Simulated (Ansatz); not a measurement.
# Calculations on BH3F

### Relaxation

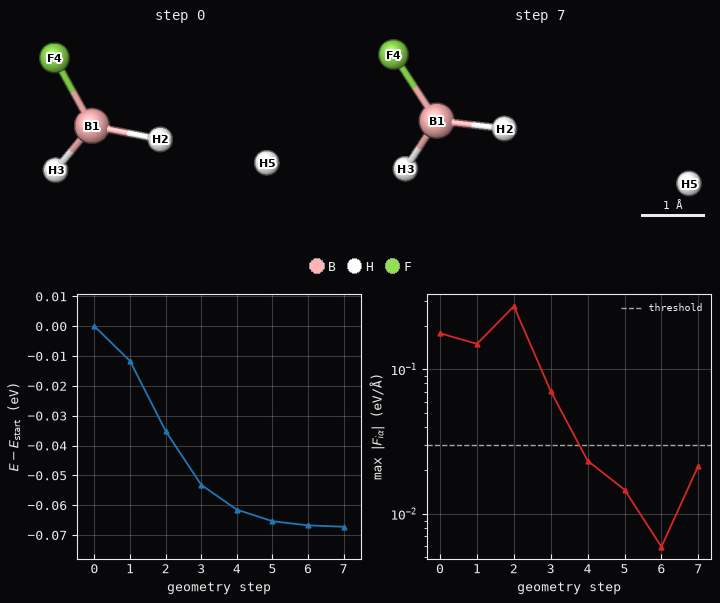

First and last geometry of a relaxation of BH₃F (multiplicity 2), with the history of the run. Style: ball-and-stick. Shown at a tilt.

The run prepares an end point of a later path (reaction) calculation, from a guessed geometry.

Theory: UKS PBE0/def2-mTZVP in Ansatz. Settings: collinear spin; force threshold 0.03 eV/Å; at most 50 steps.

Did the run converge, and what did it change?

Answer. It converged. After 7 geometry steps the energy has fallen by 0.067 eV. The largest force component goes from 0.18 to 0.022 eV/Å. H5 moves most after the best rigid fit: 1.09 Å. Largest moves by element: H 1.09 Å, F 0.37 Å, B 0.27 Å.

### Relaxation

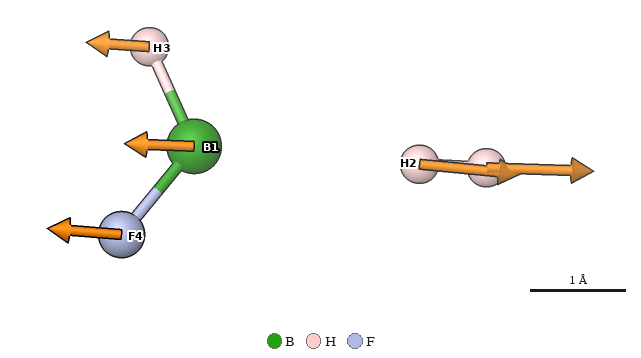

A relaxation of BH3F (multiplicity 2). The starting structure is drawn; orange arrows show the displacements, magnified 2 times. The two geometries are superimposed by the best rigid fit.

Style: ball-and-stick. Shown at a tilt.

The run prepares an end point of a later path (reaction) calculation, from a guessed geometry.

Theory: UKS PBE0/def2-mTZVP in Ansatz. Set-up: collinear spin; force threshold 0.03 eV/Å; at most 50 steps.

Question: Atoms of which element are displaced furthest, and by how much?

Answer: Hydrogen: up to 0.58 Å, against 0.40 Å for fluorine.

Question: What did the optimiser do to the structure, and how much energy did it gain?

Answer: Over 6 accepted moves (7 points after the start) the energy falls by 8.04 kJ/mol. The largest force component goes from 1.6 to 0.0032 eV/Å. The line search rejected the trial step at point 3 of the run. An H atom moves most after the best rigid fit: 0.58 Å. By element the largest moves are H 0.58 Å, F 0.40 Å, B 0.38 Å. Near-neighbour distances that change, for instance: H–H 0.712 → 0.745 Å. Cost: 7.6 s on 1 thread of AMD EPYC 7R43 64-Core Processor (Zen 3), on a shared host, peak memory 0.13 GiB.

Limits of the set-up: the start holds two separate molecules, 2.4 Å apart at their closest, whose relative position is a soft coordinate and is computed without a dispersion correction.

### Path

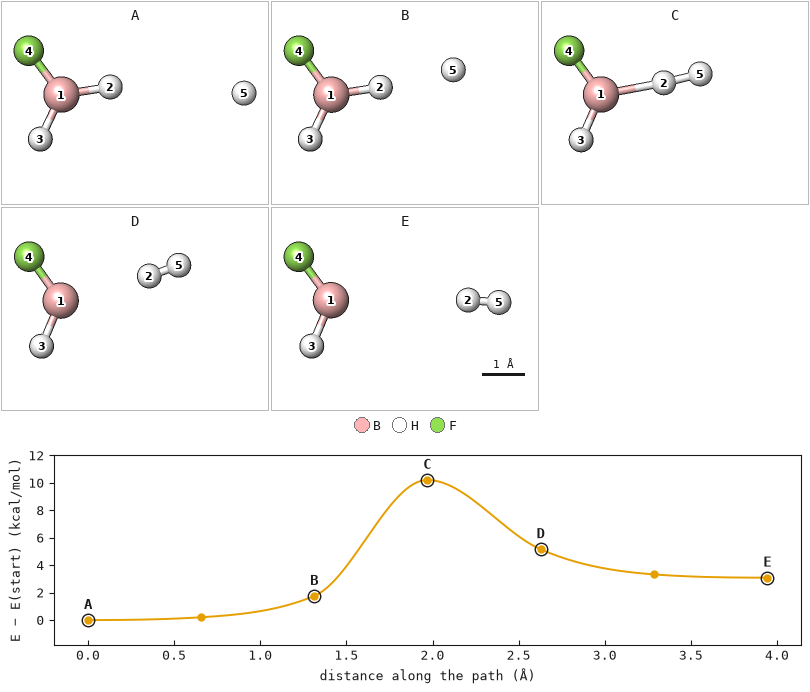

NEB run on BH$_{3}$F (multiplicity 2), made up at the start of BH2F and H. Images are numbered from 0 (start) to 6 (end). Frames A to E are images 0, 2, 3, 4, 6. A ball-and-stick model, seen at a tilt.

Computed with UKS PBE0/def2-mTZVP in Ansatz. Run with 5 movable images; climbing image; force threshold 0.05 eV/Å; iteration limit 60; starting path through a guess of the saddle point.

**Describe the mechanism and the energy profile.**

A hydrogen atom shifts from one atom to another. Breaking: B1–H2 (1.19 → 1.54 at the top → 3.32 Å). Forming: H2–H5 (3.24 → 0.91 at the top → 0.75 Å). The energy climbs by 10.2 kcal/mol to image 3 and then falls by 7.1 kcal/mol, so the end point sits at +3.1 kcal/mol. The band converged in 9 iterations. The largest component of the band force went from 2.5 to 0.046 eV/Å. The climbing image converged on the top of the path. Its vibrational analysis gives 2 imaginary modes over 30i cm⁻¹, so it isn't confirmed as a transition state.

Limits of the set-up: the start holds two separate molecules, 3.2 Å apart at their closest, whose relative position is a soft coordinate and is computed without a dispersion correction.

Cost: 43 s on 1 thread of AMD EPYC 7R43 64-Core Processor (Zen 3), with other jobs on the host, peak memory 0.11 GiB.
